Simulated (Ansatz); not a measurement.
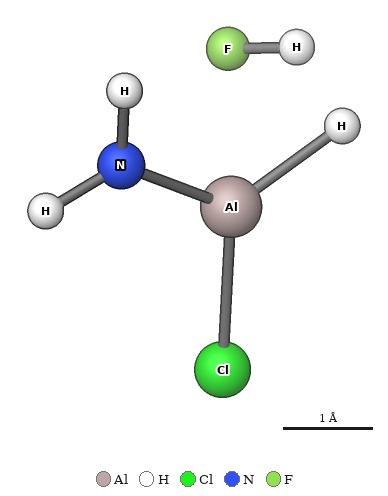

The input geometry (ball-and-stick view, seen at a tilt). Sticks mark near contacts.

# AlNH$_{4}$ClF: geometry relaxation (part 1 of 2)

- system: AlNH$_{4}$ClF
- method: RKS r2SCAN-D4/def2-SVP (Ansatz 0.2.0)

It belongs to a series of runs on one base structure; here: end point A relaxed.

## Output
```
The last accepted step is kept in [file] (removed where the run ends without a failure and the disk answers)
Engine: ansatz 0.2.0, aarch64-unknown-linux-gnu
Functional definition: r2SCAN
  parameter k0 = 0.174
  parameter k1 = 0.065
  parameter a1 = 4.9479
  exchange = r2scan_x(k0 = k0, k1 = k1, a1 = a1)
  correlation = r2scan_c
940 factors; their error is unknown
mean field evaluation 1: about -23373.4109 eV, gradient 6.5e1 eV
mean field evaluation 2: about -23341.6137 eV, gradient 1.2e2 eV
mean field evaluation 4: about -23381.5798 eV, gradient 9.2e0 eV
mean field evaluation 8: about -23381.7173 eV, gradient 8.8e-2 eV
mean field evaluation 16: about -23381.6653 eV, gradient 4.2e-5 eV
mean field -23381.66527505 eV, -859.2603501960 hartree, gradient 4.2e-5 eV, S^2 0.000000; 0 other end points of the search recorded, 0 dependent functions left out
the calculation of the forces begins
reference -23381.66528522 eV, -859.2603505698 hartree; 25, 25 occupied and 59, 59 virtual orbitals, 940 factors
relax step   1: F+E_penalty+E_count = -23381.69790788 eV  Δ(F+E_penalty+E_count) = +0.000e0 eV  max|allowed force component| = 3.191e-1 eV/Å  Δτ_max = 0.0000 Å  (26 SCF iters, accepted)
these checks for a lower state are left out or cut short: starts, cluster_reference, orbital_swaps, neighbouring_geometries, increment
940 factors; their error is unknown
mean field -23381.74373627 eV, -859.2632335927 hartree, gradient 1.6e-5 eV, S^2 0.000000; 0 other end points of the search recorded, 0 dependent functions left out
[... from here on the field's lines of each further geometry are left out, up to the last ...]
relax step   2: F+E_penalty+E_count = -23381.77684414 eV  Δ(F+E_penalty+E_count) = -7.894e-2 eV  max|allowed force component| = 7.443e-1 eV/Å  Δτ_max = 0.1965 Å  (35 SCF iters, accepted)
relax step   3: F+E_penalty+E_count = -23381.88533140 eV  Δ(F+E_penalty+E_count) = -1.085e-1 eV  max|allowed force component| = 1.051e0 eV/Å  Δτ_max = 0.1958 Å  (28 SCF iters, accepted)
relax step   4: F+E_penalty+E_count = -23381.95593383 eV  Δ(F+E_penalty+E_count) = -7.060e-2 eV  max|allowed force component| = 2.300e-1 eV/Å  Δτ_max = 0.1950 Å  (29 SCF iters, accepted)
relax step   5: F+E_penalty+E_count = -23381.96273341 eV  Δ(F+E_penalty+E_count) = -6.800e-3 eV  max|allowed force component| = 1.972e-1 eV/Å  Δτ_max = 0.0799 Å  (29 SCF iters, accepted)
relax step   6: F+E_penalty+E_count = -23381.95909260 eV  Δ(F+E_penalty+E_count) = +3.641e-3 eV  max|allowed force component| = 2.104e-1 eV/Å  Δτ_max = 0.0605 Å  (29 SCF iters, rejected (line search))
relax step   7: F+E_penalty+E_count = -23381.96630426 eV  Δ(F+E_penalty+E_count) = -3.571e-3 eV  max|allowed force component| = 1.209e-1 eV/Å  Δτ_max = 0.0293 Å  (29 SCF iters, accepted)
relax step   8: F+E_penalty+E_count = -23381.96676694 eV  Δ(F+E_penalty+E_count) = -4.627e-4 eV  max|allowed force component| = 5.813e-2 eV/Å  Δτ_max = 0.0081 Å  (31 SCF iters, accepted)
relax step   9: F+E_penalty+E_count = -23381.96729013 eV  Δ(F+E_penalty+E_count) = -5.232e-4 eV  max|allowed force component| = 4.521e-2 eV/Å  Δτ_max = 0.0166 Å  (30 SCF iters, accepted)
relax step  10: F+E_penalty+E_count = -23381.96795382 eV  Δ(F+E_penalty+E_count) = -6.637e-4 eV  max|allowed force component| = 6.344e-2 eV/Å  Δτ_max = 0.0357 Å  (28 SCF iters, accepted)
relax step  11: F+E_penalty+E_count = -23381.95297727 eV  Δ(F+E_penalty+E_count) = +1.498e-2 eV  max|allowed force component| = 1.005e0 eV/Å  Δτ_max = 0.1954 Å  (27 SCF iters, rejected (line search))
relax step  12: F+E_penalty+E_count = -23381.96886292 eV  Δ(F+E_penalty+E_count) = -9.091e-4 eV  max|allowed force component| = 4.425e-2 eV/Å  Δτ_max = 0.0368 Å  (28 SCF iters, accepted)
relax step  13: F+E_penalty+E_count = -23381.96876513 eV  Δ(F+E_penalty+E_count) = +9.779e-5 eV  max|allowed force component| = 3.265e-1 eV/Å  Δτ_max = 0.0975 Å  (27 SCF iters, rejected (line search))
relax step  14: F+E_penalty+E_count = -23381.96972379 eV  Δ(F+E_penalty+E_count) = -8.609e-4 eV  max|allowed force component| = 4.221e-2 eV/Å  Δτ_max = 0.0358 Å  (27 SCF iters, accepted)
relax step  15: F+E_penalty+E_count = -23381.97031117 eV  Δ(F+E_penalty+E_count) = -5.874e-4 eV  max|allowed force component| = 1.024e-1 eV/Å  Δτ_max = 0.0490 Å  (27 SCF iters, accepted)
relax step  16: F+E_penalty+E_count = -23381.96965437 eV  Δ(F+E_penalty+E_count) = +6.568e-4 eV  max|allowed force component| = 6.209e-2 eV/Å  Δτ_max = 0.0494 Å  (28 SCF iters, rejected (line search))
the calculation of the forces begins
reference -23381.93639216 eV, -859.2703135661 hartree; 25, 25 occupied and 59, 59 virtual orbitals, 940 factors
relax step  17: F+E_penalty+E_count = -23381.97062041 eV  Δ(F+E_penalty+E_count) = -3.092e-4 eV  max|allowed force component| = 2.630e-2 eV/Å  Δτ_max = 0.0226 Å  (28 SCF iters, accepted)
```

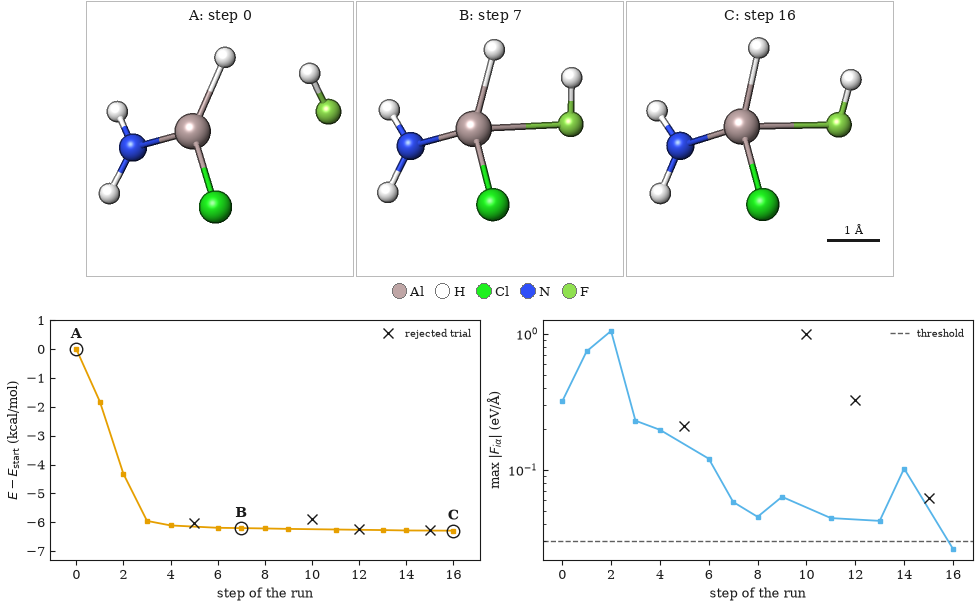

Frames of the relaxation (ball-and-stick view, seen at a tilt) above the curves, on which the letters mark them (the first geometry is step 0 here and step 1 in the log).

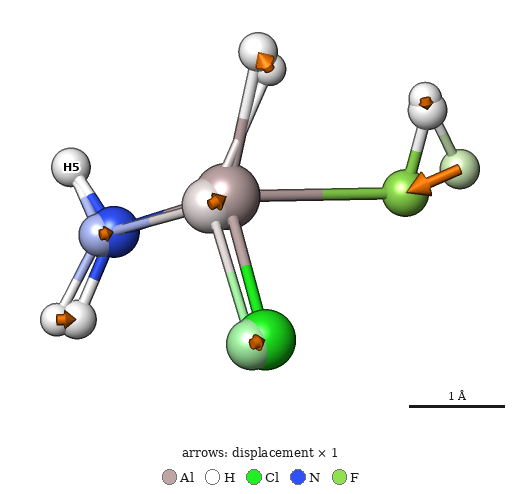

Start (faint) and end (solid) with the displacements as orange arrows, at true length (ball-and-stick view, seen at a tilt). The two geometries are laid on each other by the best rigid fit. The energy falls by 6.29 kcal/mol in 16 geometry steps. The largest force component goes from 0.32 to 0.026 eV/Å. The line search rejected the trial steps at points 5, 10, 12, 15 (counted from 0) and went back. The atom that moves furthest after the best rigid fit is F7 (0.64 Å). By element the largest moves are F 0.64 Å, H 0.26 Å, Al 0.22 Å, Cl 0.17 Å, N 0.15 Å. Among the contacts that change: Al1–F7 2.878 → 2.087 Å, Al1–H2 1.568 → 1.596 Å, Al1–Cl3 2.106 → 2.124 Å, F7–H8 0.930 → 0.941 Å. New bonds form: Al1–F7 (2.88 → 2.09 Å). Among the angles that change: Cl3–Al1–N4 121.1° → 117.3°. (Atoms are counted from 1 in the order of the input.)

```
940 factors; their error is unknown
mean field -23381.93638157 eV, -859.2703131771 hartree, gradient 1.4e-5 eV, S^2 0.000000; 1 other end points of the search recorded, 0 dependent functions left out
the calculation of the forces begins
reference -23381.93639216 eV, -859.2703135661 hartree; 25, 25 occupied and 59, 59 virtual orbitals, 940 factors
Total energy: -23381.97063100 eV, -859.2715718202 hartree
Atom 0 at    -0.059321     0.022813     0.006338 Å, force     0.002721    -0.000843    -0.010010 eV/Å
Atom 1 at    -0.019498    -0.534048     1.501744 Å, force     0.000349    -0.004056     0.005943 eV/Å
Atom 2 at     1.750203     0.151977    -1.097617 Å, force    -0.001059     0.002260     0.006366 eV/Å
Atom 3 at    -1.569916    -0.032423    -0.914811 Å, force    -0.009983     0.003262    -0.004849 eV/Å
Atom 4 at    -2.473404    -0.313370    -0.547453 Å, force     0.008908     0.002966    -0.000482 eV/Å
Atom 5 at    -1.644756     0.140269    -1.912481 Å, force    -0.001925    -0.004115     0.005126 eV/Å
Atom 6 at     0.040355     1.891434     0.930813 Å, force     0.002389    -0.008422     0.024203 eV/Å
Atom 7 at     0.138436     1.571548     1.810467 Å, force    -0.001401     0.008947    -0.026297 eV/Å
Dipole moment:    -0.459469     0.277077     0.470100 e Å
```

## Trajectory as extended XYZ (Å, eV, eV/Å), 17 frames, from step=1 to step=17
```
8
Properties=species:S:1:pos:R:3:forces:R:3 step=1 energy=-23381.69791
Al   -0.0503   -0.1145   -0.1621    0.0230   0.3191  -0.0486
H    -0.0234   -0.3074    1.3934    0.0030  -0.0888   0.2593
Cl    1.7700    0.0232   -1.2114   -0.0436  -0.0095  -0.0176
N    -1.5921   -0.1436   -1.0126   -0.0946  -0.0368  -0.0787
H    -2.4939   -0.2839   -0.5593    0.1348   0.0454  -0.0843
H    -1.7204   -0.0229   -2.0155   -0.0020  -0.0175   0.1302
F     0.1415    2.2729    1.4342   -0.0299  -0.0303  -0.2860
H     0.1309    1.4744    1.9103    0.0093  -0.1816   0.1257
8
Properties=species:S:1:pos:R:3:forces:R:3 step=2 energy=-23381.77684
Al   -0.0579   -0.0329   -0.1240   -0.0152   0.2930   0.1933
H    -0.0315   -0.2943    1.4364   -0.0036  -0.1911   0.1065
Cl    1.7534    0.0652   -1.1931    0.0262   0.0244  -0.0219
N    -1.5830   -0.1445   -1.0032   -0.0276   0.0537   0.0191
H    -2.4893   -0.2637   -0.5584    0.0419   0.0066  -0.0367
H    -1.7033   -0.0175   -2.0042    0.0138  -0.0112   0.0460
F     0.1239    2.1427    1.2880   -0.0027  -0.7443   0.3468
H     0.1498    1.4431    1.9355   -0.0328   0.5689  -0.6532
8
Properties=species:S:1:pos:R:3:forces:R:3 step=3 energy=-23381.88533
Al   -0.0675    0.0599   -0.0550   -0.0275   0.1245   0.1825
H    -0.0390   -0.3910    1.4819   -0.0037   0.0706   0.0071
Cl    1.7389    0.1263   -1.1396    0.0902   0.0571  -0.0258
N    -1.5721   -0.1011   -0.9685   -0.0548   0.0899   0.0970
H    -2.4828   -0.2575   -0.5452    0.0332  -0.0016  -0.0364
H    -1.6743    0.0033   -1.9738    0.0321   0.0223   0.0417
F     0.1100    2.0426    1.1203   -0.0159  -1.0507   0.5974
H     0.1489    1.4156    1.8569   -0.0536   0.6878  -0.8635
8
Properties=species:S:1:pos:R:3:forces:R:3 step=4 energy=-23381.95593
Al   -0.0638    0.1155   -0.0154   -0.0459  -0.0995  -0.0360
H    -0.0409   -0.3594    1.5224    0.0115  -0.1135   0.0516
Cl    1.7451    0.1698   -1.1081    0.0747   0.0016  -0.0231
N    -1.5657   -0.0472   -0.9365   -0.1259   0.0350   0.0710
H    -2.4739   -0.2547   -0.5272    0.0917   0.0159  -0.0496
H    -1.6563    0.0213   -1.9467    0.0473   0.0156   0.0759
F     0.0828    1.8940    0.9970   -0.0115   0.0979   0.1402
H     0.1348    1.3588    1.7914   -0.0419   0.0471  -0.2300
8
Properties=species:S:1:pos:R:3:forces:R:3 step=5 energy=-23381.96273
Al   -0.0484    0.0939   -0.0143    0.0500  -0.0841  -0.0416
H    -0.0156   -0.4168    1.5160   -0.0364   0.0811  -0.0242
Cl    1.7668    0.1545   -1.1027    0.0096  -0.0029  -0.0116
N    -1.5634   -0.0297   -0.9182   -0.0500   0.0136   0.0435
H    -2.4640   -0.2584   -0.5075    0.0271   0.0005  -0.0222
H    -1.6609    0.0607   -1.9248    0.0246   0.0177   0.0224
F     0.0838    1.9115    0.9653   -0.0790  -0.1585   0.1972
H     0.0639    1.3824    1.7632    0.0540   0.1325  -0.1636
8
Properties=species:S:1:pos:R:3:forces:R:3 step=6 energy=-23381.95909 accepted=F
Al   -0.0343    0.0959   -0.0275   -0.0798  -0.0956   0.0836
H    -0.0676   -0.4135    1.4917    0.0863   0.0262   0.1098
Cl    1.7827    0.1374   -1.1037    0.0568   0.0244  -0.0349
N    -1.5596   -0.0353   -0.9038    0.0897   0.0703  -0.0184
H    -2.4444   -0.3151   -0.5000   -0.0977  -0.0308   0.0724
H    -1.6693    0.1138   -1.8974   -0.0491   0.0232  -0.2104
F     0.0895    1.9164    0.9577   -0.0192  -0.1116   0.1394
H     0.0650    1.3985    1.7600    0.0131   0.0940  -0.1415
8
Properties=species:S:1:pos:R:3:forces:R:3 step=7 energy=-23381.96630
Al   -0.0478    0.0820   -0.0164    0.0043  -0.0020   0.0096
H    -0.0300   -0.4076    1.5187    0.0146   0.0231  -0.0199
Cl    1.7703    0.1477   -1.1005   -0.0027  -0.0026   0.0046
N    -1.5650   -0.0270   -0.9164   -0.0262  -0.0054   0.0055
H    -2.4603   -0.2850   -0.5128    0.0112   0.0086  -0.0116
H    -1.6621    0.0869   -1.9204    0.0082   0.0037   0.0063
F     0.0645    1.9132    0.9638   -0.0048  -0.1209   0.1180
H     0.0925    1.3881    1.7610   -0.0044   0.0954  -0.1125
8
Properties=species:S:1:pos:R:3:forces:R:3 step=8 energy=-23381.96677
Al   -0.0459    0.0783   -0.0171    0.0049   0.0084   0.0117
H    -0.0247   -0.4039    1.5186    0.0081  -0.0118  -0.0053
Cl    1.7725    0.1444   -1.1008   -0.0046  -0.0034   0.0008
N    -1.5647   -0.0266   -0.9150   -0.0133  -0.0060   0.0012
H    -2.4598   -0.2849   -0.5119    0.0025   0.0057  -0.0084
H    -1.6622    0.0937   -1.9181    0.0043  -0.0008  -0.0002
F     0.0602    1.9072    0.9605   -0.0028  -0.0400   0.0581
H     0.0868    1.3900    1.7607    0.0008   0.0479  -0.0579
```
